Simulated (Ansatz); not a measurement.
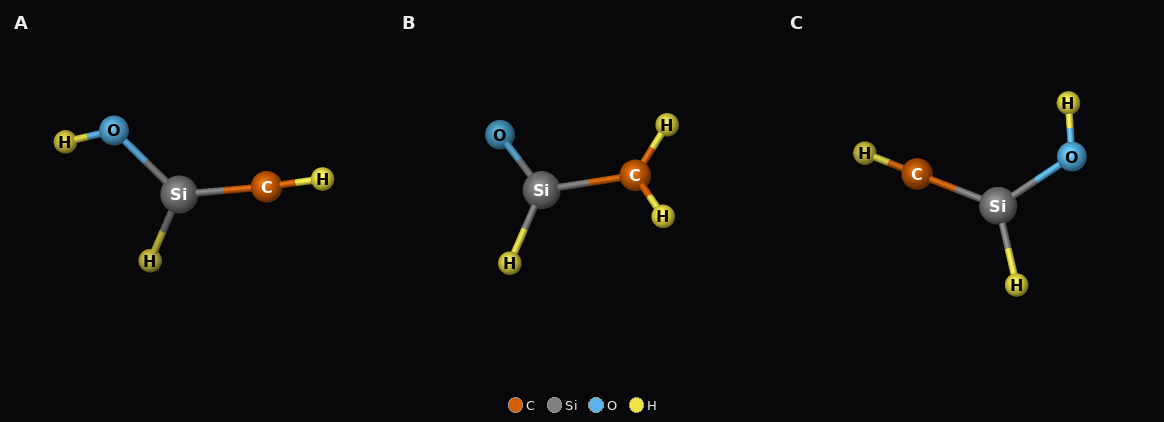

3 stationary structures of one formula. State: neutral, doublet. Geometries: PBE0-D4/def2-TZVP. Electronic energies: UHF-CCSD(T) (frozen core)/def2-TZVPP (Ansatz 0.2.0), without zero-point energy. No frequency run is at hand to confirm each as a minimum.

Which is lowest in energy, and by how much?

Answer. B is lowest (Cs); C lies 90.1 kJ/mol above it (Cs), A lies 99.3 kJ/mol above it (Cs).

The determinant isn't a pure spin state (⟨S²⟩ up to 0.90).
